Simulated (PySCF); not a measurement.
```xyz
8
charge 0, multiplicity 1
Si   -1.0028    1.7507    0.0641
C     0.4974   -0.9401   -0.5030
H     0.1143   -0.0875   -1.0815
H    -1.7704    0.6867    0.8458
Cl    0.2872    2.2366    1.6289
H     1.4935   -1.1667   -0.8812
H    -0.1686   -1.7886   -0.6499
H     0.5578   -0.6995    0.5575
```

Work out the structure from the coordinates.

Formula CH5ClSi. Judged by distances it falls into 2 fragments: ClHSi, CH4. This geometry has C1 symmetry. Coordination: 1 Si bent; 1 C tetrahedral.

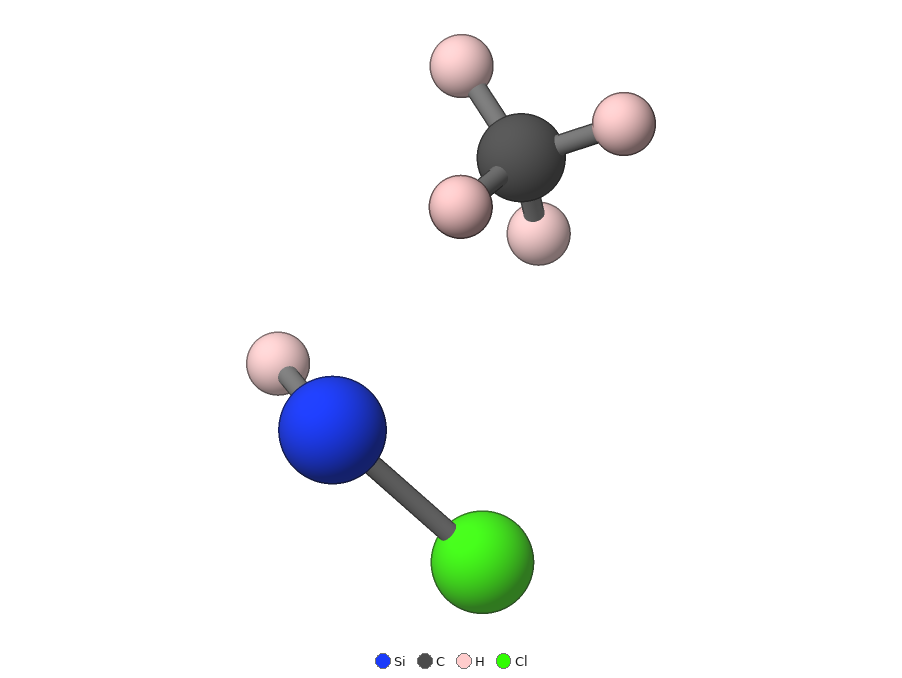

Figure made from data computed with PySCF.
